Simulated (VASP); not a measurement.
Band structure of AlCo (space group Pm-3m). Level of theory: PBE GGA, VASP's PBE PAW potentials (set 64) (plane waves; VASP).

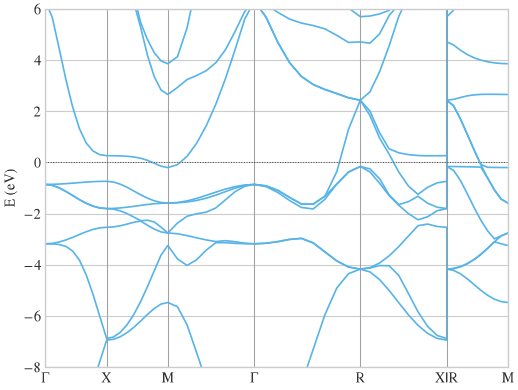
Figure: Bands along high-symmetry lines, zero at the valence-band maximum or, without a gap, the Fermi level

Q: Read the plot: is there a gap, and where are the band edges?

A: It has no gap at this level: it comes out as a metal or semimetal.

The structure comes from a computed database's AlCo entry; how it stands against other phases isn't given here. The cell was not relaxed at this level. The run is not spin-polarised, so no magnetic state was tried.
